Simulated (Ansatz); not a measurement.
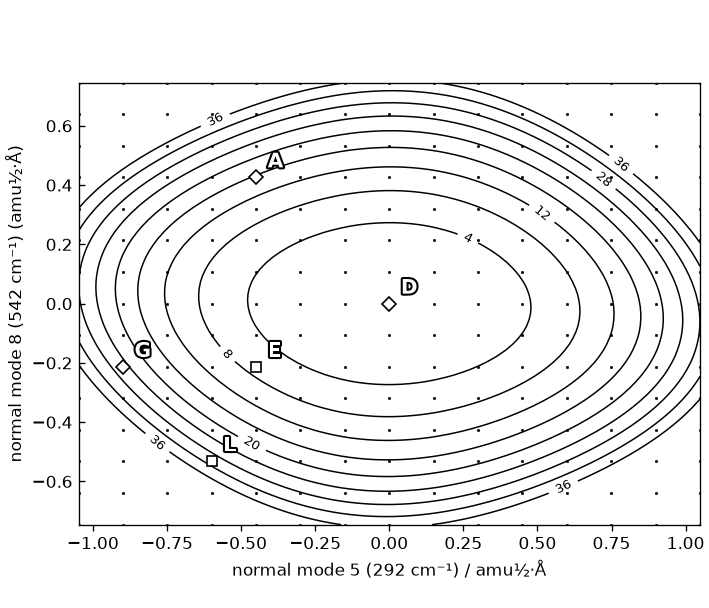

CH6BFOSi, SMILES CB(O)[SiH2]F. The first coordinate is: normal mode 5 (292 cm⁻¹); the second: normal mode 8 (542 cm⁻¹). Nothing is relaxed (straight displacements along the two mass-weighted modes). The scan uses a 15 × 15 grid. Points are written as (first, second). Energies are in kJ/mol, from the relaxed molecule at the same level. Level of theory: RKS B3LYP-D4/def2-SVP in Ansatz 0.2.0.

The picture shows contour lines labelled in kJ/mol (none above 36), dots at the grid points, lettered points. Between grid points the surface is interpolated.

Is L the lowest point of the computed grid?

Answer. No. L lies 30.6 kJ/mol above the lowest grid point, which is at (0.00 amu½·Å, 0.000 amu½·Å).

What kind of point is each of A, D, E, G, L: minimum, saddle, maximum or slope?

Answer. A: on a slope; D: minimum; E: on a slope; G: on a slope; L: on a slope. (In these two coordinates alone; a stationary point may lie a little off the grid point.)

Rank the lettered points by energy, lowest first.

Answer. D (0.0 kJ/mol), E (6.8 kJ/mol), A (15.6 kJ/mol), G (25.4 kJ/mol), L (30.6 kJ/mol).
